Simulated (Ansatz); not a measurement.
CsP₂Pb (space group P4/mmm, No. 123). Coordinates: the geometry relaxed with DFT PBE, scalar-relativistic, plane waves, PAW in Ansatz 0.2.0; the starting structure was generated, so it need not be a known form of this composition.

```yaml
crystal:
  lattice:
    - [4.43756, 0.00000, 0.00000]
    - [0.00000, 4.43756, 0.00000]
    - [0.00000, 0.00000, 6.20385]
  atoms:
    - { symbol: Cs, position: [0.00000, 0.00000, 0.00000] }
    - { symbol: P, position: [0.00000, 0.00000, 0.50000] }
    - { symbol: P, position: [0.50000, 0.50000, 0.00000] }
    - { symbol: Pb, position: [0.50000, 0.50000, 0.50000] }
```

Describe how the polyhedra about Pb are linked (bonds: P–Pb below 3.5 Å).

Pb: PbP6 octahedron, sharing corners with six neighbours and edges with four neighbours.

They form a three-dimensional framework of corner- and edge-sharing octahedra.

Centre to centre across a shared corner: 6.20 to 6.28 Å; across a shared edge: 4.44 Å.

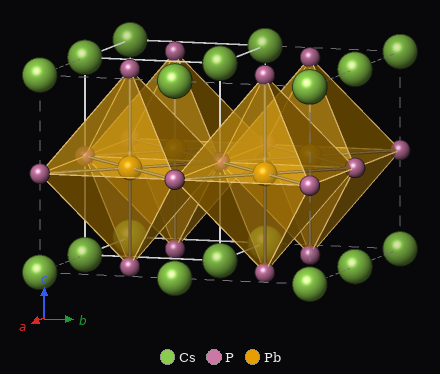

Polyhedra are drawn about Pb (bonds: P–Pb below 3.5 Å); other atoms are plain spheres.
